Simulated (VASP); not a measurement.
Band structure of Si (space group Fd-3m). These are PBE GGA with D3 dispersion (Becke-Johnson damping), VASP's PBE PAW potentials (set 64) (plane waves; VASP) values and carry that method's errors.

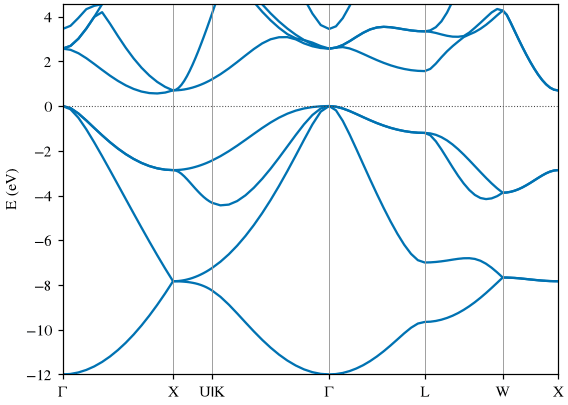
Figure. Bands along high-symmetry lines, zero at the valence-band maximum or, without a gap, the Fermi level

Read the plot: is there a gap, and where are the band edges?

The gap is indirect, 0.56 eV, from the valence maximum at Γ to the conduction minimum at Γ-X at 0.86. (Edges off the drawn lines would not show.)

The structure comes from a measured Si entry (Fd-3m) of the Crystallography Open Database, whose conditions weren't checked. It was relaxed first.
